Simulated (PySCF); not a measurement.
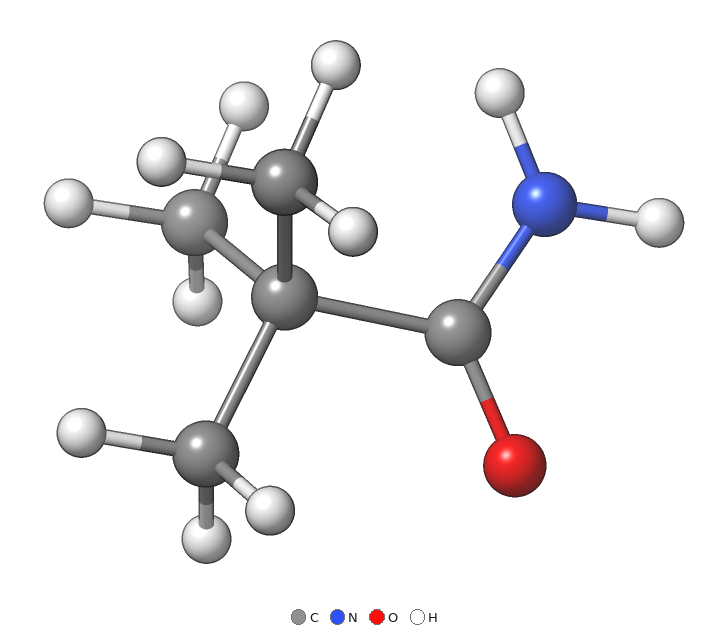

A ball-and-stick model of a molecule.

Question: What is the molecular formula?

Answer: C₅H₁₁NO, 18 atoms: 5 carbon, 11 hydrogen, 1 nitrogen and 1 oxygen.

Question: Count the bonded pairs by element.

Answer: 9 C–H, 4 C–C, 2 N–H, 1 C–N, 1 C–O.

More results for the same structure follow; atom numbers are the same in all pictures, views and colours differ. The geometry was computed by an optimisation with PBE0-D3(BJ)/def2-SVP. No frequency run is at hand to confirm it as a minimum.

## Geometry

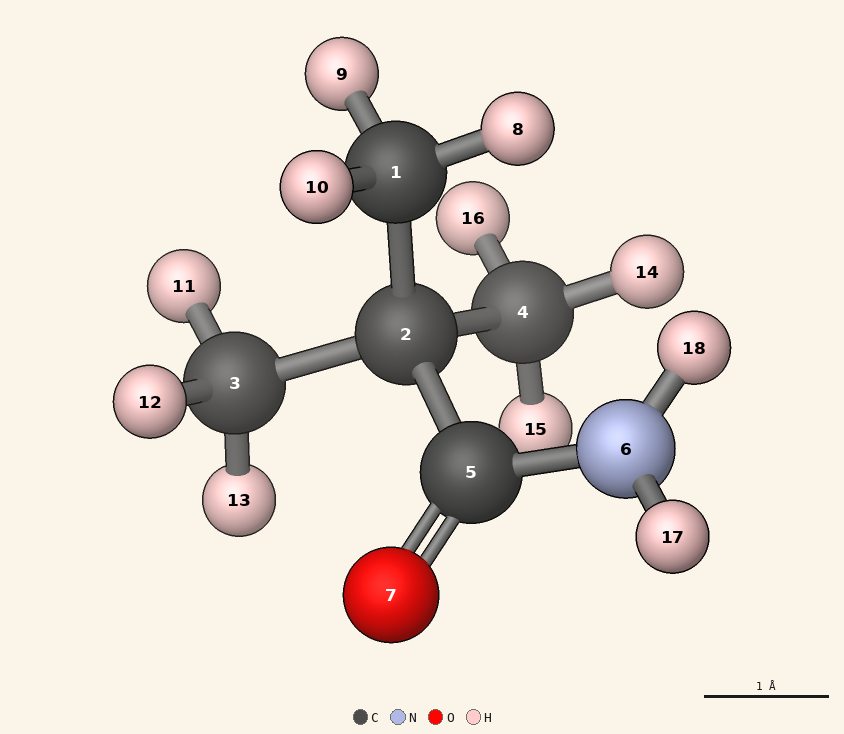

Numbered structure. No frequency run is at hand to confirm it as a minimum.

Estimate the angles C1–C2–C4, C2–C1–H9, C2–C3–H12, C2–C4–H15, C2–C4–H16, C2–C5–N6, C2–C5–O7, C3–C2–C5, C4–C2–C5, C5–N6–H17, C5–N6–H18, N6–C5–O7.

```tsv
angle	degrees
C1–C2–C4	110.1
C2–C1–H9	110.0
C2–C3–H12	110.9
C2–C4–H15	111.1
C2–C4–H16	110.0
C2–C5–N6	115.6
C2–C5–O7	122.7
C3–C2–C5	108.1
C4–C2–C5	109.7
C5–N6–H17	118.0
C5–N6–H18	122.9
N6–C5–O7	121.7
```

## Quadrupole coupling

No frequency run is at hand to confirm it as a minimum. Electric field gradients from the ground-state density, PBE0/pcSseg-1 (PySCF 2.14.0), non-relativistic apart from any core potentials.

Give the largest field-gradient component, the quadrupole coupling constant and the asymmetry for 14N at N6 (Q = 20.44 mb), 17O at O7 (Q = −25.6 mb), 2H at H8 (Q = 2.86 mb), 2H at H9 (Q = 2.86 mb), 2H at H10 (Q = 2.86 mb), 2H at H11 (Q = 2.86 mb).

```tsv
atom	V_zz (a.u.)	e²qQ/h (MHz)	η
N6	−0.993	−4.77	0.01
O7	−1.650	9.93	0.04
H8	0.293	0.197	0.04
H9	0.291	0.195	0.02
H10	0.290	0.195	0.02
H11	0.293	0.197	0.03
```

## Levels of theory compared

No frequency run is at hand to confirm it as a minimum. Program: PySCF 2.14.0.

Compare dipole (D), HOMO–LUMO gap (eV) at these levels: B3LYP/pcJ-1; CAM-B3LYP/pcSseg-1; PBE0/pcSseg-1; ωB97X-D/def2-SVPD.

| level | dipole (D) | HOMO–LUMO gap (eV) |
| --- | --- | --- |
| B3LYP/pcJ-1 | 3.61 | 7.45 |
| CAM-B3LYP/pcSseg-1 | 3.68 | 10.33 |
| PBE0/pcSseg-1 | 3.63 | 8.02 |
| ωB97X-D/def2-SVPD | 3.75 | 11.20 |

## Charges

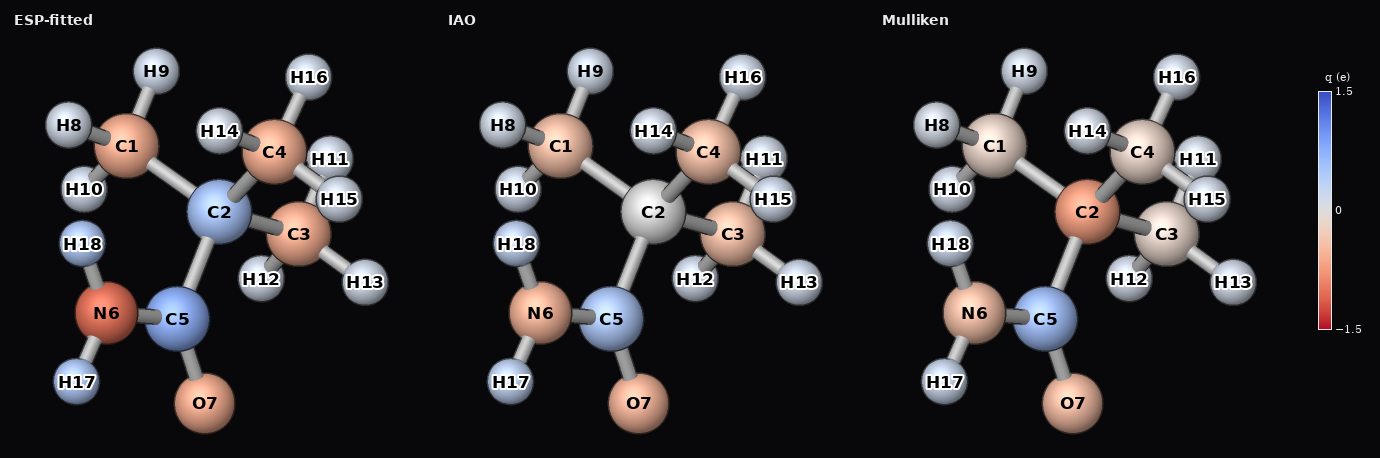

Atomic charges of one calculation by 3 schemes, on one colour scale. No frequency run is at hand to confirm it as a minimum. Method: PBE0/pcSseg-1 (PySCF 2.14.0).

Question: Which scheme gives the most polar picture (largest mean size of the charges)?

Answer: The ESP-fitted charges are the largest in size here, and the Mulliken charges the smallest.

Question: On which atom do the schemes disagree most?

Answer: On C2 (from −0.69 to 0.49 e).

List the charges (e), one line for each set of equivalent atoms. Atoms whose distances differ by more than 0.02 Å in this geometry are listed apart.

```csv
atom,ESP-fitted,IAO,Mulliken
C1,−0.57,−0.40,−0.16
C2,0.49,0.00,−0.69
C3,−0.57,−0.40,−0.13
C4,−0.55,−0.40,−0.16
C5,0.69,0.44,0.53
N6,−1.00,−0.51,−0.40
O7,−0.57,−0.50,−0.42
H8,0.12,0.12,0.10
"H9, H16",0.15,0.14,0.12
H10,0.14,0.14,0.12
H11,0.14,0.13,0.11
H12,0.14,0.15,0.12
H13,0.14,0.15,0.12
H14,0.12,0.12,0.10
H15,0.14,0.14,0.12
H17,0.43,0.28,0.20
H18,0.41,0.27,0.20
```

Mulliken values depend strongly on the basis set and can even reverse the polarity of a bond.
